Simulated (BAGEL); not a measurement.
**C2H5BO (SMILES B1CCO1), step by step**

Wanted: the energy (HF/def2-SVP), then the energy (NEVPT2(2,2)/def2-SVP), then the energy (CASPT2(2,2)/def2-SVP) of C2H5BO. 

The calculation is run with BAGEL 1.2.2.

### 1 Starting point

C2H5BO has 9 atoms, charge 0, and is taken as a singlet. SMILES: `B1CCO1`. The shape is that of a PBE0-D4/def2-TZVP optimisation.

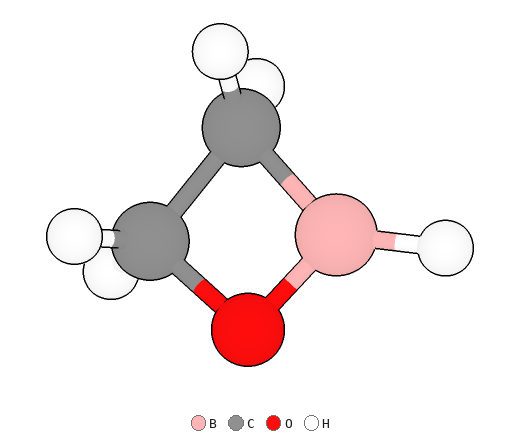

Viewed from a chosen angle; boron pink, carbon grey, oxygen red, hydrogen white.

### 2 A single-point energy at HF/def2-SVP (density fitting with svp-jkfit) (run 1)

The input, job.json:

```json
{ "bagel": [

{
  "title": "molecule",
  "basis": "svp",
  "df_basis": "svp-jkfit",
  "angstrom": true,
  "geometry": [
    { "atom": "B", "xyz": [   -0.402628,    0.301734,   -1.082004 ] },
    { "atom": "C", "xyz": [    0.505972,    0.617034,    0.170996 ] },
    { "atom": "C", "xyz": [   -0.098628,   -0.719566,    0.617696 ] },
    { "atom": "O", "xyz": [   -0.884828,   -0.878466,   -0.596204 ] },
    { "atom": "H", "xyz": [   -0.697028,    0.772834,   -2.139504 ] },
    { "atom": "H", "xyz": [    0.236272,    1.479034,    0.782196 ] },
    { "atom": "H", "xyz": [    1.586172,    0.614134,    0.020996 ] },
    { "atom": "H", "xyz": [   -0.757628,   -0.681266,    1.487196 ] },
    { "atom": "H", "xyz": [    0.600600,   -1.551500,    0.721500 ] }
  ]
},
{
  "title": "hf"
},
{
  "title": "print",
  "file": "orbitals.molden",
  "orbitals": true
}

]}
```

Started as:

```
$ BAGEL_NUM_THREADS=1 BAGEL job.json > job.out
```

What it wrote:

```text
* using 1 threads per process

  ===============================================================
  ===============================================================

  *** Geometry ***

  { "atom" : "B", "xyz" : [     -0.760857,      0.570195,     -2.044691 ] },
  { "atom" : "C", "xyz" : [      0.956149,      1.166025,      0.323136 ] },
  { "atom" : "C", "xyz" : [     -0.186380,     -1.359783,      1.167276 ] },
[... 5 lines of this table left out ...]
  { "atom" : "H", "xyz" : [      1.134970,     -2.931910,      1.363437 ] },

  Number of auxiliary basis functions:      392

  Since a DF basis is specified, we compute 2- and 3-index integrals:
    o Being stored without compression. Storage requirement is 0.021 GB

  Number of basis functions:       81
  Number of electrons      :       30

    * METHOD: MOLECULE                             0.14

  *** RHF ***

  === Nuclear Repulsion ===
   111.7128123802

      * DIIS with orbital gradients will be used.

  === RHF iteration (svp) ===
      0       -177.88923078          0.01807828           0.04
      1       -178.01620678          0.01116109           0.04
      2       -178.06500882          0.00194798           0.04
[... 9 lines of this table left out ...]
     12       -178.06720682          0.00000001           0.04
    * SCF iteration converged.

    * Permanent dipole moment:
           (   -0.490439,    -0.307032,    -0.521056) a.u.

    * METHOD: HF                                   0.57

    * METHOD: PRINT                                0.01

  ===============================================================
```

Run time: 0.88 s. Hardware: 1 thread of Arm Neoverse V2, shared host; peak memory 0.15 GiB.

### 3 A single-point energy at NEVPT2(2,2)/def2-SVP (density fitting with svp-jkfit) (run 2)

The input, calc.json:

```json
{ "bagel": [

{
  "title": "molecule",
  "basis": "svp",
  "df_basis": "svp-jkfit",
  "angstrom": true,
  "geometry": [
    { "atom": "B", "xyz": [      -0.402628,       0.301734,      -1.082004 ] },
    { "atom": "C", "xyz": [       0.505972,       0.617034,       0.170996 ] },
    { "atom": "C", "xyz": [      -0.098628,      -0.719566,       0.617696 ] },
    { "atom": "O", "xyz": [      -0.884828,      -0.878466,      -0.596204 ] },
    { "atom": "H", "xyz": [      -0.697028,       0.772834,      -2.139504 ] },
    { "atom": "H", "xyz": [       0.236272,       1.479034,       0.782196 ] },
    { "atom": "H", "xyz": [       1.586172,       0.614134,       0.020996 ] },
    { "atom": "H", "xyz": [      -0.757628,      -0.681266,       1.487196 ] },
    { "atom": "H", "xyz": [       0.600600,      -1.551500,       0.721500 ] }
  ]
},

{
  "title": "hf"
},

{
  "title": "nevpt2",
  "nstate": 1,
  "nact": 2,
  "nclosed": 14,
  "active": [9, 37],
  "maxiter": 200,
  "natocc": true,
  "ncore": 4
},

{
  "title": "print",
  "file": "orbitals.molden",
  "orbitals": true
}

]}
```

Started as:

```
$ BAGEL_NUM_THREADS=1 BAGEL calc.json > calc.out
```

What it wrote:

```text
* using 1 threads per process

  ===============================================================
  ===============================================================

  *** Geometry ***

  { "atom" : "B", "xyz" : [     -0.760857,      0.570195,     -2.044691 ] },
  { "atom" : "C", "xyz" : [      0.956149,      1.166025,      0.323136 ] },
  { "atom" : "C", "xyz" : [     -0.186380,     -1.359783,      1.167276 ] },
[... 5 lines of this table left out ...]
  { "atom" : "H", "xyz" : [      1.134970,     -2.931910,      1.363437 ] },

[... 23 lines left out ...]
    * SCF iteration converged.
[... 1 line left out ...]
    * Permanent dipole moment:
[... 28 lines left out ...]
    * Second-order optimization converged. *
[... 9 lines left out ...]
     * ci vector, state   0, <S^2> = 0.0000
       2.     0.9973669395
       .2    -0.0725202587

  === DF-NEVPT2 calculation ===

    * 3-index integral transformation done
    * assembly done

      NEVPT2 correlation energy:   -0.5341788196      0.14

          (+0)     -0.4598034291
          (+0)'    -0.0280227707
          (+1)     -0.0053206165
          (+1)'    -0.0000000000
          (+2)     -0.0006818434
          (-1)     -0.0317814181
          (-1)'     0.0000000000
          (-2)     -0.0085687418

      NEVPT2 total energy:       -178.6100545944

    * METHOD: NEVPT2                               2.26

    * METHOD: PRINT                                0.01

  ===============================================================
```

Run time: 3.3 s. Hardware: 1 thread of Arm Neoverse V2, shared host; peak memory 0.15 GiB.

### 4 A single-point energy at CASPT2(2,2)/def2-SVP (density fitting with svp-jkfit) (run 3)

The input, input.json:

```json
{ "bagel": [

{
  "title": "molecule",
  "basis": "svp",
  "df_basis": "svp-jkfit",
  "angstrom": true,
  "geometry": [
    { "atom": "B", "xyz": [      -0.402628,       0.301734,      -1.082004 ] },
    { "atom": "C", "xyz": [       0.505972,       0.617034,       0.170996 ] },
    { "atom": "C", "xyz": [      -0.098628,      -0.719566,       0.617696 ] },
    { "atom": "O", "xyz": [      -0.884828,      -0.878466,      -0.596204 ] },
    { "atom": "H", "xyz": [      -0.697028,       0.772834,      -2.139504 ] },
    { "atom": "H", "xyz": [       0.236272,       1.479034,       0.782196 ] },
    { "atom": "H", "xyz": [       1.586172,       0.614134,       0.020996 ] },
    { "atom": "H", "xyz": [      -0.757628,      -0.681266,       1.487196 ] },
    { "atom": "H", "xyz": [       0.600600,      -1.551500,       0.721500 ] }
  ]
},

{ "title": "hf" },

{ "title": "casscf", "nstate": 1, "nact": 2, "nclosed": 14, "active": [9, 37], "maxiter": 200, "natocc": true },

{ "title": "print", "file": "orbitals.molden", "orbitals": true },

{ "title": "smith", "method": "caspt2", "ms": true, "xms": true, "sssr": true, "shift": 0.2, "shift_imag": true, "ncore": 4 }

]}
```

Started as:

```
$ BAGEL_NUM_THREADS=1 BAGEL input.json > input.out
```

What it wrote:

```text
* using 1 threads per process

  ===============================================================
  ===============================================================

  *** Geometry ***

  { "atom" : "B", "xyz" : [     -0.760857,      0.570195,     -2.044691 ] },
  { "atom" : "C", "xyz" : [      0.956149,      1.166025,      0.323136 ] },
  { "atom" : "C", "xyz" : [     -0.186380,     -1.359783,      1.167276 ] },
[... 5 lines of this table left out ...]
  { "atom" : "H", "xyz" : [      1.134970,     -2.931910,      1.363437 ] },

[... 25 lines left out ...]
    * Permanent dipole moment:
[... 37 lines left out ...]
     * ci vector, state   0, <S^2> = 0.0000
[... 21 lines left out ...]
       #      aibj      arbs      arbi      airj      risj      airs      arst      rist         Etot      error   time
[... 9 lines left out ...]
      ------------------------------------------------------------------------------------------------------------------

    * CASPT2 energy : state  0     -178.6091070023
        w/o shift correction       -178.6067151800
        reference weight              0.8578627413

    * METHOD: SMITH                                0.53

  ===============================================================
```

Wall time 3.6 s (1 thread of Arm Neoverse V2, shared host); peak memory 0.17 GiB.

### 5 Outcome

```
                                 quantity          value
         run 1, HF/def2-SVP: total energy  -178.06721 Eh
        run 1, HF/def2-SVP: dipole moment         1.98 D
          run 1, HF/def2-SVP: HOMO energy      -11.76 eV
          run 1, HF/def2-SVP: LUMO energy        3.80 eV
        run 1, HF/def2-SVP: HOMO–LUMO gap       15.56 eV
run 2, NEVPT2(2,2)/def2-SVP: total energy  -178.61005 Eh
run 3, CASPT2(2,2)/def2-SVP: total energy  -178.60911 Eh
```
